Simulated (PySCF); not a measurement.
**NMR shielding calculation of C₅H₈Si**

C₅H₈Si, SMILES CC#C[SiH]1CC1, computed with GIAO PBE0/pcSseg-1 NMR shielding, non-relativistic, gas phase (PySCF 2.14.0).

The geometry comes from this level: GFN2-xTB, MD frame at 1000 fs, 400 K. It belongs to a series of runs on one base structure; here: MD frame at 1000 fs, 400 K. Figures and captions count atoms from 1; the log counts them from 0 in places.

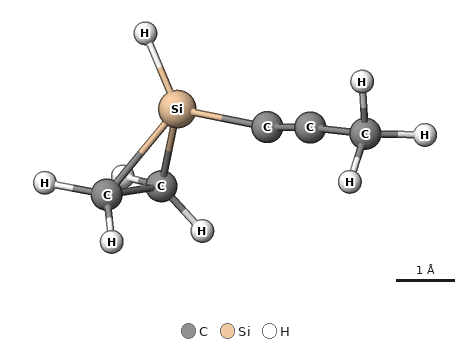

Figure 1. The input geometry (ball-and-stick view, seen at a tilt).

The input
```
{"job": {"kind": "nmr", "xc": "PBE0", "basis": "pcSseg-1", "pop": false}, "charge": 0, "multiplicity": 1}
C      3.509100    -1.290400     0.013400
C      2.159700    -0.817600     0.039300
C      1.004200    -0.443900    -0.059700
Si    -0.749400     0.096200     0.463500
C     -2.014300    -1.366300     0.526700
C     -2.036600    -0.445800    -0.771500
H      4.075300    -0.863700     0.884400
H      4.123300    -0.999800    -0.824500
H      3.528400    -2.386000     0.183500
H     -1.017000     1.244400     1.313000
H     -1.742300    -2.374700     0.455800
H     -2.976200    -1.205600     1.119400
H     -1.798800    -0.885600    -1.725900
H     -3.023300     0.018100    -0.767500
```

The first line tells a small driver script what to run in PySCF; the rest is the geometry in Å.

Launch command:
```bash
OMP_NUM_THREADS=1 python <driver script> task.json out
```

The program's output
```
coarse grid: 12016 points
cycle   1  E = -484.2287730597  dE =  5.250e-01  |g| = 4.859e-01  |ddm| = 3.558e+00
cycle   2  E = -484.1863775551  dE =  4.240e-02  |g| = 6.180e-01  |ddm| = 1.287e+00
cycle   3  E = -484.2922060302  dE = -1.058e-01  |g| = 1.034e-01  |ddm| = 8.024e-01
cycle   4  E = -484.2943459953  dE = -2.140e-03  |g| = 5.542e-02  |ddm| = 1.468e-01
cycle   5  E = -484.2950411017  dE = -6.951e-04  |g| = 1.944e-02  |ddm| = 5.195e-02
cycle   6  E = -484.2951405978  dE = -9.950e-05  |g| = 3.322e-03  |ddm| = 2.254e-02
cycle   7  E = -484.2951436607  dE = -3.063e-06  |g| = 6.906e-04  |ddm| = 5.574e-03
final grid: 110944 points
cycle   8  E = -484.3320664366  dE = -2.102e-05  |g| = 6.597e-03  |ddm| = 2.831e-02
cycle   9  E = -484.3320600186  dE =  6.418e-06  |g| = 8.170e-03  |ddm| = 1.318e-02
cycle  10  E = -484.3320777990  dE = -1.778e-05  |g| = 1.089e-03  |ddm| = 8.034e-03
cycle  11  E = -484.3320781027  dE = -3.037e-07  |g| = 3.837e-04  |ddm| = 1.450e-03
cycle  12  E = -484.3320781327  dE = -3.005e-08  |g| = 1.592e-04  |ddm| = 3.903e-04
cycle  13  E = -484.3320781393  dE = -6.553e-09  |g| = 2.475e-05  |ddm| = 1.565e-04
cycle  14  E = -484.3320781394  dE = -1.476e-10  |g| = 8.337e-06  |ddm| = 3.832e-05
```

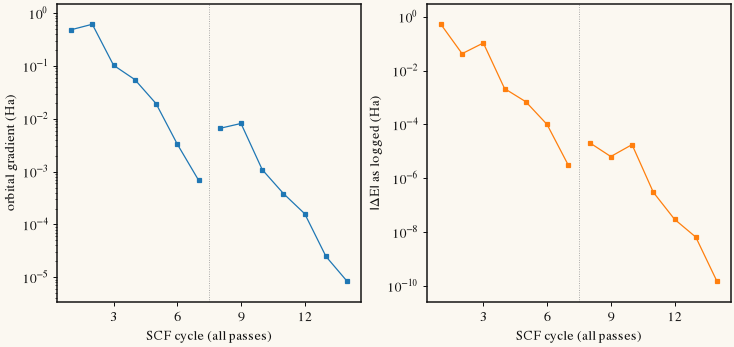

Figure 2. Convergence of the self-consistent field: orbital gradient and size of the energy change against the SCF cycle. The dotted line marks the change from a coarse to the final integration grid. The first 7 cycles use a coarse grid, the final grid takes over at cycle 8, and the field converges after 14 cycles in all.

```
converged SCF energy = -484.3320781394

GIAO shielding tensors (ppm)
atom      isotropic    diamagn.    paramagn.     s11        s22        s33       span
  0 C      180.382     248.867     -68.485    169.019    172.236    199.891     30.872
  1 C       71.278     270.322    -199.044    -33.522    -26.248    273.605    307.127
  2 C      103.194     265.007    -161.813     16.364     25.201    268.016    251.652
  3 Si     479.919     881.642    -401.723    381.295    402.363    656.098    274.802
  4 C      182.829     256.513     -73.685    157.133    173.121    218.232     61.098
  5 C      188.138     253.743     -65.605    169.804    182.290    212.320     42.516
  6 H       28.985      26.438       2.547     24.186     27.305     35.466     11.280
  7 H       29.885      27.519       2.366     25.036     27.506     37.114     12.078
  8 H       29.167      26.392       2.776     23.875     27.638     35.989     12.114
  9 H       27.946      29.044      -1.098     22.194     25.880     35.765     13.571
 10 H       31.497      32.981      -1.484     26.780     28.155     39.555     12.775
 11 H       30.137      29.300       0.837     23.886     26.809     39.716     15.830
 12 H       30.983      31.727      -0.744     26.270     27.338     39.342     13.072
 13 H       30.859      30.524       0.335     23.902     27.911     40.763     16.861
```

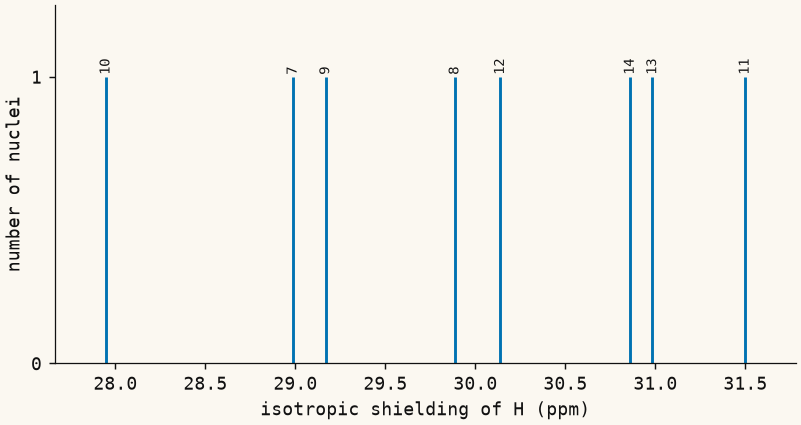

Figure 3. Isotropic shieldings of the hydrogen nuclei in this fixed geometry, labelled by atom number; shielding grows to the right, so chemical shift grows to the left. The least shielded is H10 (27.9 ppm), the most shielded H11 (31.5 ppm).

Summary

- outcome: converged
- total energy: −484.332078 hartree
- HOMO: −6.65 eV
- LUMO: −0.18 eV
- dipole moment: 1.50 D
- isotropic shielding, C: 71.3 to 188.1 ppm
- isotropic shielding, Si: 479.9 ppm
- isotropic shielding, H: 27.9 to 31.5 ppm
- hardware: 1 CPU thread, shared host
- wall time: 35 s
- peak memory: 0.73 GiB
